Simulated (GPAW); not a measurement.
# MgS (P6_3mc): G0W0 with GPAW, start to end, part 2 of 2

Wanted: ground state, empty states, screening and self-energy for MgS (P6_3mc).

GPAW 26.7.0; LDA and many-body steps on it, plane waves. Known limits of the many-body steps: not at the basis limit; coarse k mesh.

So far. Step 3 (Bands along the symmetry lines): The gap is 3.153 eV, as in the run before at this level. Step 4 (Empty states on the mesh, 3×3×2 mesh, 315 bands): On this mesh the gap is 3.153 eV.

### 5. Screening and self-energy, 3×3×2 mesh, 141 bands, screening to 78 eV

Now the one-shot GW correction: screening in the RPA, then the self-energy of the levels asked for.

This step: G0W0 on LDA, plane waves, PAW.

Contents of run.py:

```python
import json
import numpy as np
from gpaw.mpi import world
from gpaw.response.g0w0 import G0W0

gw = G0W0('full.gpw',
    filename='gw',
    kpts=[0],
    bands=(14, 18),
    ecut=78,
    nbands=141,
    integrate_gamma='WS',
    ppa=True)
gw.calculate()
res = {mode: {k: v for k, v in r.items() if k != 'sigma_eskwn'}
       for mode, r in gw.all_results.items()}

if world.rank == 0:
    with open('result.json', 'w') as f:
        json.dump(res, f, default=lambda x: x.tolist())
```

Started as:

```bash
mpirun -n 4 gpaw python run.py
```

Numbers of over 12 decimals in the logs are rounded to 6 here.

What it wrote:

```text
Using integrator: PointIntegrator
FrequencyGridDescriptor(from 0.000+0.000j to 0.000+27.211j eV, 2 points)
Nonperiodic BCs:  [False False False]
Using integrator: PointIntegrator
FrequencyGridDescriptor(from 0.000+0.000j to 0.000+27.211j eV, 2 points)
Nonperiodic BCs:  [False False False]
  ___  _ _ _
 |   || | | |
 | | || | | |
 |__ ||_____|
 |___|

BZ k-points: Symmetries present (total): 6

  [... matrices ...]
18 k-points: 3 x 3 x 2 Monkhorst-Pack grid + [0.000000,0.000000,1/4]
6 k-points in the irreducible part of the Brillouin zone
       k-points in crystal coordinates                weights
   0:     0.00000000    0.00000000    0.00000000          1/18
   1:     0.00000000    0.00000000    0.50000000          1/18
   2:     0.33333333    0.00000000    0.00000000          6/18
   3:     0.33333333    0.00000000    0.50000000          6/18
   4:     0.33333333    0.33333333    0.00000000          2/18
   5:     0.33333333    0.33333333    0.50000000          2/18

Distributing spins, k-points and bands (1 x 1 x 4) over 4 processes
Number of blocks: 1

Quasi particle states:
k-points (IBZ indices): [0]
Band range: (14, 18)
  [... matrices ...]
Computational parameters:
Plane wave cut-off: 78 eV
Number of bands: 141
Coulomb cutoff: None
Broadening: 0.1 eV

fxc modes: GW
Kernel: RPA
Using Godby-Needs plasmon-pole approximation:
  Fitting energy: i*E0, E0 = 1.000 Hartree
Summing all q:

Calculating screened Coulomb potential
No Coulomb truncation
FrequencyGridDescriptor(from 0.000+0.000j to 0.000+27.211j eV, 2 points)
Removing empty qpoint cache files...

Calculating chi0 body with:
    Ground state adapter containing:
    Number of spins: 1
    Number of kpoints: 18
    Number of irreducible kpoints: 6
    Number of completely occupied states: 16
    Number of partially occupied states: 16
    Occupied states memory: 3.125 M / cpu

    Linear response parametrization:
    q_c: [0.0, 0.0, 0.0]
    Number of frequency points: 2
    Planewave cutoff: 78.0
    Number of bands: 141
    Number of planewaves: 135
    Broadening (eta): 1e-06
    comm.size: 4
    kncomm.size: 4
    blockcomm.size: 1

    Memory estimate of potentially large arrays:
        chi0_wGG: 0.556183 M / cpu
Integrating chi0 body.

Symmetries of q_c:
    Direct symmetries (Uq -> q): 6
    Indirect symmetries (TUq -> q): 6
In total 12 allowed symmetries.

  [... matrices ...]
6 groups of equivalent kpoints. 66.666667% reduction.

Integral kind: response function
Integrating chi0 head and wings.

Symmetries of q_c:
    Direct symmetries (Uq -> q): 6
    Indirect symmetries (TUq -> q): 6
In total 12 allowed symmetries.

  [... matrices ...]
6 groups of equivalent kpoints. 66.666667% reduction.

Integral kind: response function wings

Calculating chi0 body with:
    Ground state adapter containing:
    Number of spins: 1
    Number of kpoints: 18
    Number of irreducible kpoints: 6
    Number of completely occupied states: 16
    Number of partially occupied states: 16
    Occupied states memory: 3.125 M / cpu

[... the further q-points ...]

Results:
f:      Occupation numbers
eps:     KS-eigenvalues [eV]
vxc:     KS vxc [eV]
exx:     Exact exchange [eV]
sigma:   Self-energies [eV]
dsigma:  Self-energy derivatives
Z:       Renormalization factors
qp:      QP-energies [eV]

k-point 0 (0): (0.000, 0.000, 0.000)                GW
band       f     eps     vxc     exx   sigma  dsigma       Z      qp
                                                                   GW
  14   1.000   1.530 -15.069 -18.191   2.095  -0.274   0.785   0.724
  15   1.000   1.693 -15.157 -18.118   2.001  -0.272   0.786   0.938
  16   0.000   4.845 -10.961  -6.547  -3.383  -0.219   0.820   5.691
  17   0.000   6.119 -10.440  -5.696  -3.554  -0.219   0.820   7.096
```

Run time: 11 s. Hardware: 4 MPI ranks of Arm Neoverse V1, shared host; peak memory 1.1 GiB; 44 s of CPU time.

This step gave:

| Item | Value |
| --- | --- |
| G0W0 gap on the points computed | 4.753 eV |
| least direct G0W0 gap on the computed points | 4.753 eV |
| Z at the valence top | 0.7861 |
| Z at the conduction bottom | 0.8205 |
| starting gap on the mesh | 3.153 eV |
| k of the valence top | 0, 0, 0 |
| k of the conduction bottom | 0, 0, 0 |

The gap on the mesh goes from 3.15 eV to 4.75 eV, a correction of +1.60 eV.

Limits: finite bands, cutoff and mesh; coarse k mesh. v1 is the top filled band, c1 the lowest empty one. The levels before and after the correction (eV, zero at the valence-band top of each column):

|  | conduction bottom | valence top |
| --- | --- | --- |
| Kohn-Sham | 3.15 | 0.00 |
| G0W0 | 4.75 | 0.00 |

|  | level | energy (eV) |
| --- | --- | --- |
| Kohn-Sham | Γ v2 | -0.162 |
| Kohn-Sham | Γ v1 | 0.000 |
| Kohn-Sham | Γ c1 | 3.153 |
| Kohn-Sham | Γ c2 | 4.426 |
| G0W0 | Γ v2 | -0.214 |
| G0W0 | Γ v1 | 0.000 |
| G0W0 | Γ c1 | 4.753 |
| G0W0 | Γ c2 | 6.158 |

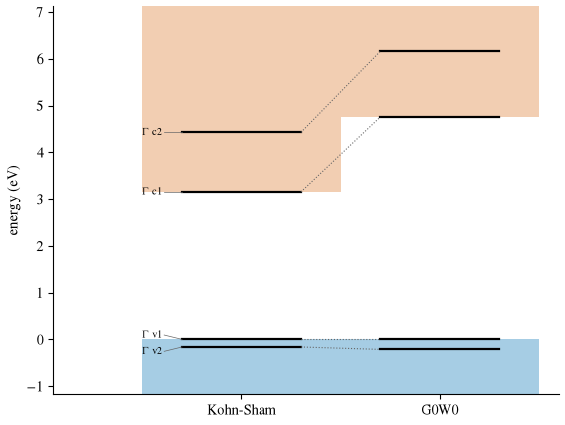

Levels before and after the correction. Shaded: valence and conduction bands.

### 6. Where the time went

Times are wall times on 4 MPI ranks of Arm Neoverse V1, shared host, good to a factor of about two.

| step | time | share | memory (GiB) |
| --- | --- | --- | --- |
| ground state | 6 s | 12 % | 0.66 |
| bands along the symmetry lines | 13 s | 26 % | 0.76 |
| empty states on the mesh | 20 s | 40 % | 1.6 |
| screening and self-energy | 11 s | 22 % | 1.1 |

### 7. What came out

```yaml
lda_gap: 3.15 eV, direct
g0w0_gap_on_the_mesh: 4.75 eV
gw_settings: 3×3×2 mesh, 141 bands, screening to 78 eV, Godby-Needs plasmon pole
known_limits: not at the basis limit; coarse k mesh
```

G0W0 moves the gap on the mesh from 3.15 eV to 4.75 eV (+1.60 eV), with Z of 0.79 and 0.82 at the edges. Only 1 of the mesh's irreducible points was corrected, so a valley elsewhere could overtake. The dearest step here is «empty states on the mesh». Bands and cutoff are finite, so the gap is not at the basis limit. The miss can reach some tenths of an eV and take either sign; the mesh is an error of its own. These stock PAW sets were not made for GW. In the G0W0 run levels were corrected at 1 k point alone, so a gap called «on the mesh» is the least over those, and an edge elsewhere would be missed. The 3×3×2 mesh is coarse for this cell, which bears on the long-range parts of exchange and screening.

[Paths, hosts, dates, memory and timing lines, banners, echoed tables and standing remarks are left out of the program output.]

[Logs are printed without paths, hosts, clocks, repeated set-up lines and the standing remarks that a program may print on its own settings, such as how far it seeks lower states.]

[Runs of the session that timed out or met a known fault of the program may be left out.]

[Hosts, paths, dates, database ids (printed as entryN), source tags and the programs' standing remarks are cut or masked in the printed files.]
